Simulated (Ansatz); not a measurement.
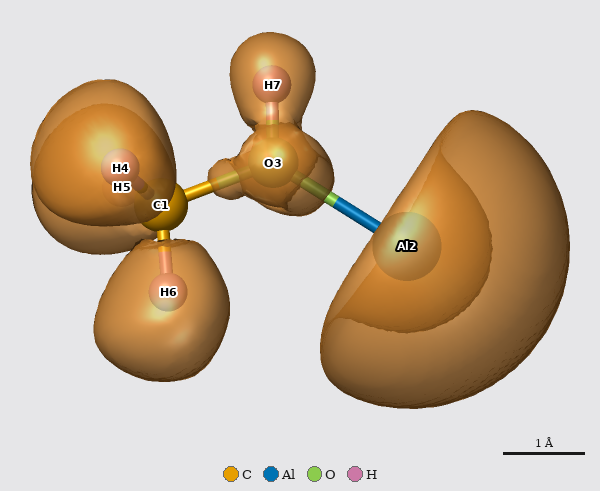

*CH$_{4}$AlO (SMILES C[OH+][Al]) (charge +1). Isosurface of the electron localisation function at 0.8 (orange), seen across its widest extent. Core shells and regions of very low density are left out.*

Geometry: r2SCAN-D4/def2-TZVP.

Theory: Ansatz, isolated molecule in a Gaussian basis; Kohn-Sham density functional theory, functional PBE0.

```xyz
7

C     0.9414    1.6628    1.5448
Al    1.6375   -0.6922   -0.3203
O     1.8194    0.5136    1.2107
H     0.4914    1.4776    2.5167
H     1.5437    2.5675    1.5332
H     0.1787    1.7001    0.7702
H     2.5245    0.4317    1.8744
```

**Describe the localisation domains.**

At this value the surface marks out three regions around hydrogen nuclei, one region wrapped around Al (its valence shell) and one joined region spread over several atoms (H, O), in which their bonds and any lone pairs are merged. Along the contacts the grid gives the following. C–O (1.48 Å): the ELF peaks at about 0.90 between the atoms: a polar covalent bond. Al–O (1.96 Å): the ELF peaks at about 0.90 in the valence shell of O, 0.6 Å from its nucleus, and is about 0.45 at the midpoint.
